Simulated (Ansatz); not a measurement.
# Frequency calculation of SiNH3ClF3

The run: frequency calculation of SiNH3ClF3. Method and program: RKS B3LYP/def2-SVP (Ansatz 0.2.0).

It belongs to a series of runs on one base structure; here: vibrations at the highest image of the band. Figures and captions count atoms from 1; the log counts them from 0 in places.

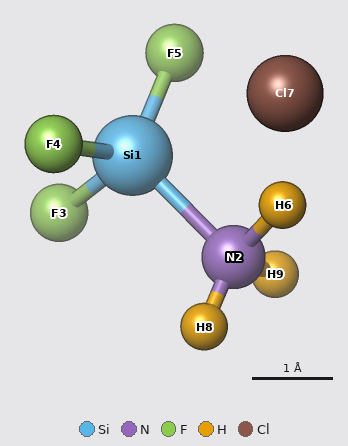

**Figure 1.** The structure as given in the input (ball-and-stick view, seen at a tilt; atoms are numbered from 1 in the order of the input).

**Input file**
```yaml
crystal:
  periodic: [false, false, false]
  atoms:
    - { symbol: Si, position_ang: [-0.781166, -0.38634, -0.15775] }
    - { symbol: "N", position_ang: [0.997709, -0.026012, -0.075639] }
    - { symbol: F, position_ang: [-0.742217, -1.811463, -0.919462] }
    - { symbol: F, position_ang: [-1.423058, -0.760908, 1.250083] }
    - { symbol: F, position_ang: [-1.569575, 0.536592, -1.187779] }
    - { symbol: H, position_ang: [0.832194, 1.039932, 0.481404] }
    - { symbol: Cl, position_ang: [-0.281468, 2.066647, 1.110738] }
    - { symbol: H, position_ang: [1.522094, -0.69821, 0.493855] }
    - { symbol: H, position_ang: [1.445488, 0.039863, -0.995653] }
basis:
  gaussian: { orbitals: def2-SVP }
hamiltonian:
  xc: b3lyp
phonons: {}
```

Launched with:
```bash
ansatz run input.yaml --threads 2 --pin off --max-ram 3072MiB --backend cpu --events-out ev --progress --plain --runs-dir out
```

**The program's output**
```
Engine: ansatz 0.2.0, x86_64-unknown-linux-gnu
Functional definition: B3LYP
  parameter a0 = 0.2
  parameter ax = 0.72
  parameter ac = 0.81
  exchange = (1 - a0 - ax)*slater_x + ax*b88_x + a0*exact_x
  correlation = (1 - ac)*vwn_rpa_c + ac*lyp_c
1074 factors; integrals over basis functions are off by at most 3.6e-4 eV
mean field evaluation 1: about -30074.9546 eV, gradient 6.5e1 eV
mean field evaluation 2: about -30069.0469 eV, gradient 8.9e1 eV
mean field evaluation 4: about -30082.1025 eV, gradient 1.6e0 eV
mean field evaluation 8: about -30082.1234 eV, gradient 1.2e-1 eV
mean field evaluation 16: about -30082.1234 eV, gradient 1.2e-5 eV
mean field -30082.12344822 eV, -1105.4976463265 hartree, gradient 1.2e-5 eV, S^2 0.000000; 0 other end points of the search recorded, 0 dependent functions left out
the calculation of the forces begins
reference -30082.12365911 eV, -1105.4976540764 hartree; 34, 34 occupied and 73, 73 virtual orbitals, 1074 factors
these checks for a lower state are left out or cut short: stability, starts, cluster_reference, orbital_swaps, neighbouring_geometries, increment
1074 factors; integrals over basis functions are off by at most 3.6e-4 eV
mean field -30082.12330662 eV, -1105.4976411229 hartree, gradient 9.6e-7 eV, S^2 0.000000; 0 other end points of the search recorded, 0 dependent functions left out
[... from here on the field's lines of each further geometry are left out, up to the last ...]
the calculation of the forces begins
reference -30082.12355068 eV, -1105.4976500919 hartree; 34, 34 occupied and 73, 73 virtual orbitals, 1074 factors
these checks for a lower state are left out or cut short: stability, starts, cluster_reference, orbital_swaps, neighbouring_geometries, increment
1074 factors; integrals over basis functions are off by at most 3.6e-4 eV
mean field -30082.12333755 eV, -1105.4976422595 hartree, gradient 9.4e-7 eV, S^2 0.000000; 0 other end points of the search recorded, 0 dependent functions left out
the calculation of the forces begins
reference -30082.12354851 eV, -1105.4976500121 hartree; 34, 34 occupied and 73, 73 virtual orbitals, 1074 factors
WARN: phonons: modes at or below zero, which the zero-point energy, F, S and C_V leave out: 1, the lowest at -566.00 cm⁻¹. A minimum has none, and a first-order saddle one
Total energy: -30082.12365911 eV, -1105.4976540764 hartree
Atom 0 at    -0.781166    -0.386340    -0.157750 Å, force    -0.005301     0.002735    -0.006082 eV/Å
Atom 1 at     0.997709    -0.026012    -0.075639 Å, force    -0.003002    -0.003842     0.007512 eV/Å
Atom 2 at    -0.742217    -1.811463    -0.919462 Å, force    -0.000446     0.001169     0.001673 eV/Å
Atom 3 at    -1.423058    -0.760908     1.250083 Å, force     0.005042     0.000014     0.002247 eV/Å
Atom 4 at    -1.569575     0.536592    -1.187779 Å, force     0.002660    -0.002568    -0.001496 eV/Å
Atom 5 at     0.832194     1.039932     0.481404 Å, force     0.000624    -0.001305    -0.003490 eV/Å
Atom 6 at    -0.281468     2.066647     1.110738 Å, force    -0.000361     0.000866     0.001035 eV/Å
Atom 7 at     1.522094    -0.698210     0.493855 Å, force     0.000701    -0.001804    -0.002051 eV/Å
Atom 8 at     1.445488     0.039863    -0.995653 Å, force     0.000083     0.004735     0.000652 eV/Å
Dipole moment:     0.904726    -0.632135    -0.384007 e Å
Vibrations: -566.00 97.89 140.68 170.38 212.47 231.37 343.19 360.86 405.42 538.58 736.03 847.92 850.11 914.60 991.04 1072.71 1367.57 1488.83 1616.66 3458.42 3545.27 cm⁻¹, zero-point energy 1.202027 eV
```

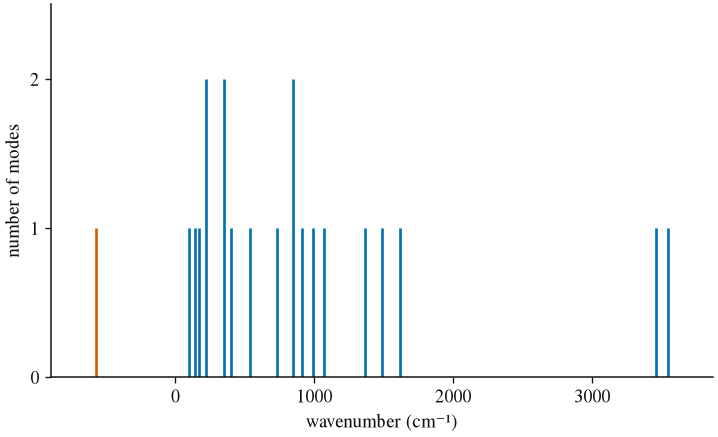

**Figure 2.** Harmonic vibrational wavenumbers from the force constants; neighbouring modes closer than 19 cm⁻¹ are counted in one stick, and imaginary ones are drawn at negative wavenumbers. 21 modes from 566i to 3545 cm⁻¹, 1 imaginary beyond 8i (566i cm⁻¹): a first-order saddle point, if the geometry is stationary.

**Results in brief**

| quantity | value |
| --- | --- |
| outcome | converged |
| total energy | −30082.1237 eV |
| mean-field energy | −30082.1237 eV |
| largest force (length of the vector) | 0.009 eV/Å |
| hardware | 2 threads of Intel Xeon @ 2.50GHz (Skylake/Cascade Lake), 16 GiB of memory available, shared host |
| wall time | 1.8 min (CPU time 3.4 min) |
| peak memory | 0.27 GiB |
